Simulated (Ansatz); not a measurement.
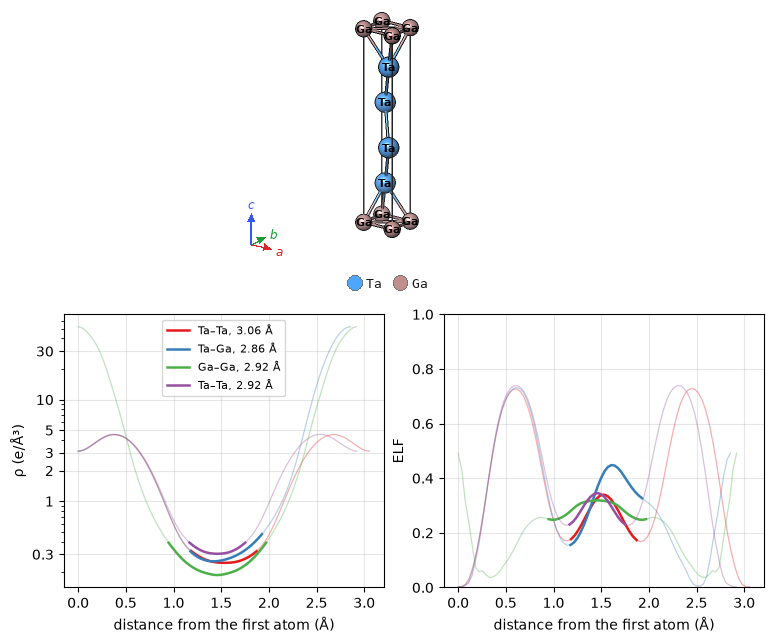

Ta4Ga. Valence electron density and electron localisation function along straight lines between neighbouring atoms. Thin, pale parts lie inside the atomic spheres. The structure is drawn too.

Space group P-3m1; a structure generated by program, which may or may not match a known phase; computed without spin polarisation.

These are results of Ansatz 0.2.0, DFT PBE, scalar-relativistic, plane waves, PAW, not measurements.

Core electrons are frozen (PAW), and the valence fields are smoothed inside the atomic spheres.

Q: What can be read from the curves?

A: Ta–Ta (3.06 Å): ρ is about 0.25 e/Å³ halfway; the ELF is about 0.35 at the midpoint.
Ta–Ga (2.86 Å): the density is about 0.26 e/Å³ at the midpoint; the ELF is about 0.35 at the midpoint.
Ga–Ga (2.92 Å): ρ is about 0.19 e/Å³ halfway; the ELF is about 0.30 at the midpoint.
Ta–Ta (2.92 Å): the density is about 0.3 e/Å³ at the midpoint; the ELF is about 0.35 at the midpoint.
